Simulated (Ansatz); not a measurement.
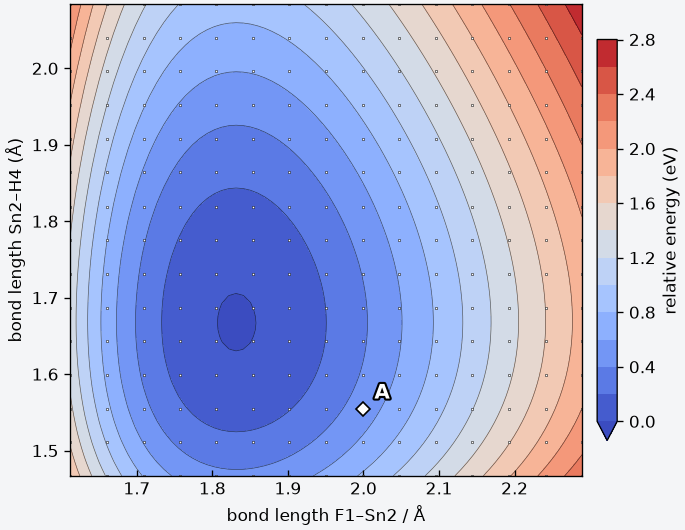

ClFHSn, SMILES [F][SnH+][Cl], charge +1. The first coordinate is: bond length F1–Sn2; the second: bond length Sn2–H4. Nothing is relaxed (all other coordinates rigid). The scan uses a 15 × 15 grid. Energies are in eV, from the lowest grid point. Theory: Ansatz, RHF/def2-TZVP.

Drawn: filled contours, dots at the grid points, the point A. Between grid points the surface is interpolated.

Q: Which way does the force act at A, and how strong is it?

A: A, at bond length F1–Sn2 = 1.999 Å, bond length Sn2–H4 = 1.555 Å, is not a stationary point. The computed force is 4 eV for each Å towards smaller values of bond length F1–Sn2 and 2.4 eV for each Å towards larger values of bond length Sn2–H4.
